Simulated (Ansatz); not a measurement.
**One shape, several levels: quartet NO2**

Aim: a comparison of 6 runs (U-r2SCAN0/STO-3G, UB3LYP/STO-3G, UBHLYP/STO-3G, UHSE06/STO-3G, USVWN5/STO-3G, UCCSDT/STO-3G) of quartet NO2. 

The calculation is run with Ansatz 0.2.0.

45 further runs of the same task are left out: 11 that didn't finish, 34 set aside as unsound or not needed.

## (1) The molecule

NO2 has 3 atoms, charge 0, and is taken as a quartet. As SMILES of the parent species, `[O]N=O`. The shape is that of a PBE0-D4/def2-TZVP optimisation. That shape belongs to the parent species and isn't relaxed for this state.

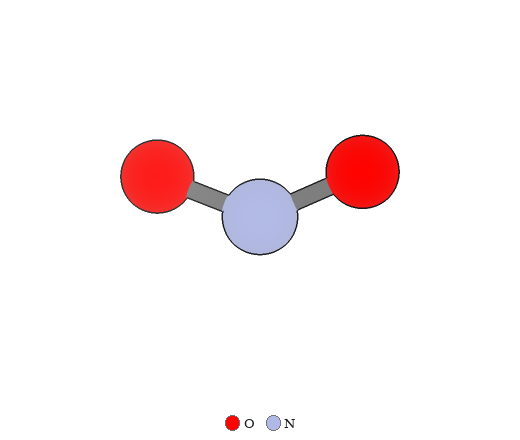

The structure, seen from a chosen angle (oxygen red, nitrogen light blue).

## (2) The energy at U-r2SCAN0/STO-3G (run 1)

run.yaml reads:

```yaml
basis:
  gaussian:
    orbitals: STO-3G
crystal:
  periodic: [false, false, false]
  atoms:
    - {symbol: O, position_ang: [0.209760, -1.082190, 0.000620]}
    - {symbol: N, position_ang: [-0.265470, -0.009110, -0.145890]}
    - {symbol: O, position_ang: [0.055690, 1.091300, 0.145270]}
hamiltonian:
  xc: {name: r2SCAN0}
accuracy: high
magnetization:
  spin_polarized: true
  initial_magnetization: 3
```

The run is started by

```console
$ ansatz run run.yaml --threads 1 --pin off --max-ram 3480MiB --events-out events.jsonl --progress --plain --runs-dir runs
```

The program printed:

```text
Warning: RAYON_NUM_THREADS=1 ignored (pool sized by the plan → 1); use --threads N
Functional definition: r2SCAN0
  name "r2SCAN0"
  parameter a = 0.25
  parameter k0 = 0.174
  parameter k1 = 0.065
  parameter a1 = 4.9479
  exchange = (1 - a)*r2scan_x(k0 = k0, k1 = k1, a1 = a1) + a*exact_x
  correlation = r2scan_c
252 factors; integrals over basis functions are off by at most 4.3e-8 eV
mean field evaluation 1: about -5496.9214 eV, gradient 7.4e0 eV
mean field evaluation 2: about -5497.2611 eV, gradient 3.8e0 eV
mean field evaluation 4: about -5497.3457 eV, gradient 1.5e-1 eV
mean field evaluation 8: about -5497.3787 eV, gradient 5.3e-3 eV
mean field evaluation 16: about -5497.3787 eV, gradient 2.5e-7 eV
mean field -5497.37869583 eV, -202.0249408146 hartree, gradient 1.9e-8 eV, S^2 3.753314; 1 other end points of the search recorded, 0 dependent functions left out
reference -5497.37869596 eV, -202.0249408194 hartree; 13, 10 occupied and 2, 5 virtual orbitals, 252 factors
Total energy: -5497.37869596 eV, -202.0249408194 hartree
```

Wall time 6.3 s (1 thread of Arm Neoverse V1, shared host); peak memory 0.17 GiB.

## (3) A single-point energy at UB3LYP/STO-3G (run 2)

molecule.yaml reads:

```yaml
basis:
  gaussian:
    orbitals: STO-3G
crystal:
  periodic: [false, false, false]
  atoms:
    - {symbol: O, position_ang: [0.209760, -1.082190, 0.000620]}
    - {symbol: "N", position_ang: [-0.265470, -0.009110, -0.145890]}
    - {symbol: O, position_ang: [0.055690, 1.091300, 0.145270]}
hamiltonian:
  xc: {name: B3LYP}
magnetization:
  spin_polarized: true
  initial_magnetization: 3
accuracy: high
total_charge: 0
```

The run is started by

```console
$ ansatz run molecule.yaml --threads 1 --pin off --max-ram 3480MiB --events-out events.jsonl --progress --plain --runs-dir runs
```

The program printed:

```text
Warning: RAYON_NUM_THREADS=1 ignored (pool sized by the plan → 1); use --threads N
Functional definition: B3LYP
  name "B3LYP"
  parameter a0 = 0.2
  parameter ax = 0.72
  parameter ac = 0.81
  exchange = (1 - a0 - ax)*slater_x + ax*b88_x + a0*exact_x
  correlation = (1 - ac)*vwn_rpa_c + ac*lyp_c
252 factors; integrals over basis functions are off by at most 4.3e-8 eV
mean field evaluation 1: about -5498.4700 eV, gradient 7.1e0 eV
mean field evaluation 2: about -5498.7532 eV, gradient 4.0e0 eV
mean field evaluation 4: about -5498.8403 eV, gradient 6.7e-2 eV
mean field evaluation 8: about -5498.8645 eV, gradient 2.8e-3 eV
mean field evaluation 16: about -5498.8645 eV, gradient 3.5e-8 eV
mean field -5498.86450207 eV, -202.0795431870 hartree, gradient 3.2e-8 eV, S^2 3.751746; 1 other end points of the search recorded, 0 dependent functions left out
reference -5498.86451724 eV, -202.0795437442 hartree; 13, 10 occupied and 2, 5 virtual orbitals, 252 factors
Total energy: -5498.86451724 eV, -202.0795437442 hartree
```

Wall time 1.4 s (1 thread of Arm Neoverse V1, shared host); peak memory 0.11 GiB.

Runs 3 to 5 aren't shown in full; the table further down has their settings and results.

## (4) A single-point energy at UCCSDT/STO-3G (run 6)

run.yaml reads:

```yaml
crystal:
  periodic: [false, false, false]
  atoms:
    - {symbol: O, position_ang: [0.209760, -1.082190, 0.000620]}
    - {symbol: "N", position_ang: [-0.265470, -0.009110, -0.145890]}
    - {symbol: O, position_ang: [0.055690, 1.091300, 0.145270]}
basis:
  gaussian:
    orbitals: STO-3G
accuracy: high
scf:
  omitted_lower_state_checks: [cluster_reference, increment]
magnetization:
  spin_polarized: true
  initial_magnetization: 3
correlation:
  method: ccsdt
  frozen_orbitals: {"N": 1, O: 1}
```

The run is started by

```console
$ ansatz run run.yaml --threads 1 --pin off --max-ram 3480MiB --events-out events.jsonl --progress --plain --runs-dir runs
```

The program printed:

```text
Warning: RAYON_NUM_THREADS=1 ignored (pool sized by the plan → 1); use --threads N
[... 13 lines left out ...]
3 core orbitals not correlated: weight in the atoms' cores, before any rotation towards them, 1.000 or more for the frozen orbitals, at most 0.000 for the correlated occupied ones
[... 27 lines left out ...]
Total energy: -5478.40326587 eV, -201.3276066256 hartree
Checks for a lower state left out: cluster_reference, increment
```

It took 1.3 s on 1 thread of Arm Neoverse V1, shared host.

## (5) All runs side by side

```
run             level  frozen core orbitals  energy (Eh)   ⟨S²⟩  wall time
  1  U-r2SCAN0/STO-3G                     –  -202.024941  3.753      6.3 s
  2     UB3LYP/STO-3G                     –  -202.079544  3.752      1.4 s
  3     UBHLYP/STO-3G                     –  -202.023189  3.754      1.2 s
  4     UHSE06/STO-3G                     –  -201.911809  3.752      2.2 s
  5     USVWN5/STO-3G                     –  -200.570611  3.750      1.4 s
  6     UCCSDT/STO-3G                     3  -201.327607  3.760      1.3 s
```

## (6) Results

| quantity | value |
| --- | --- |
| run 6: total energy | -201.32761 Eh |
| run 6: correlation energy (3 core orbitals frozen) | -110.3 mEh |
| run 6: ⟨S²⟩ of the reference determinant | 3.760 |
| run 6: T1 diagnostic | 0.026 |

**Reading.** Totals of different functionals can't be ranked against each other. In runs 1, 2, 3, 4, 5, 6 the basis is minimal, so the values are rough. All runs together took 14 s, the longest 6.3 s.
